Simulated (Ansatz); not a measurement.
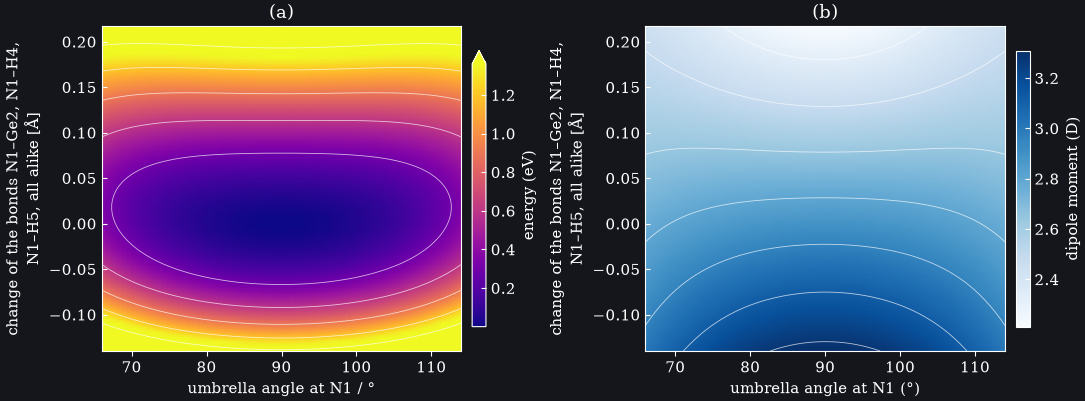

ClGeH2N, SMILES [NH2][Ge][Cl]. The first coordinate is: umbrella angle at N1 (between each of its bonds and their common axis; 90 is planar); the second: change of the bonds N1–Ge2, N1–H4, N1–H5, all alike. Nothing is relaxed (all other coordinates rigid). The grid has 15 × 15 points; 120 points were computed and 105 follow by symmetry. Points are written as (first, second). Energies: eV, counted from the relaxed molecule at the same level. Method: RKS PBE0-D4/def2-TZVP in Ansatz 0.2.0.

Panel (a) is the energy; panel (b) is the computed dipole moment, in D.

Drawn: a smooth colour map with a few white contour lines, one colour for all values above the top of the scale. Between grid points the surface is interpolated.

> How does the dipole moment vary over the map, and what is it at the lowest grid point?

Leaving out the highest fifth of the energies, it runs from 2.36 D at (90.0°, 0.166 Å) to 3.24 D at (90.0°, −0.115 Å). At the lowest grid point, (90.0°, 0.013 Å), it is 2.85 D.
